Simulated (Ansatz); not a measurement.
```
Lu Zr O
1.0
     6.31724    0.00000    0.00000
     0.00000    7.93917    0.00000
     0.00000    0.00000    5.65101
Lu Zr O
8 2 2
Direct
  0.00000 0.83290 0.00000
  0.50000 0.33290 0.00000
  0.00000 0.16710 0.00000
  0.50000 0.66710 0.00000
  0.25000 0.25000 0.50000
  0.75000 0.75000 0.50000
  0.25000 0.75000 0.50000
  0.75000 0.25000 0.50000
  0.00000 0.50000 0.00000
  0.50000 0.00000 0.00000
  0.00000 0.00000 0.50000
  0.50000 0.50000 0.50000
```

Space group Cmmm; a structure generated by program, which may or may not match a known phase.

Computed with DFT PBE, scalar-relativistic, plane waves, PAW (Ansatz).

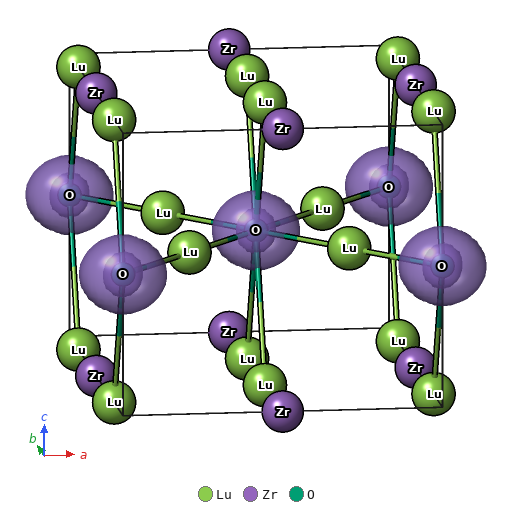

Lu$_{4}$ZrO. Isosurface of the ELF at 0.75 (purple), seen at an oblique angle. Only the valence region is drawn (cores and ρ < 0.01 e/Å³ removed). Sticks mark near contacts.

In a PAW calculation such maps are meaningful between the atoms, not at the nuclei.

Question: Identify the bonds, lone pairs and shells in this picture.

Answer: At this value the surface marks out two regions wrapped around O (the valence shell of each), counted in one cell of 12 atoms. Any copies at cell faces, edges or corners count once.

Values along the shortest contacts:
Lu–O (2.54 Å): the ELF is about 0.10 at the midpoint; no shared electron pair shows on this line. Lu–Zr (2.64 Å): the ELF is about 0.15 at the midpoint: no shared electron pair shows on this line.
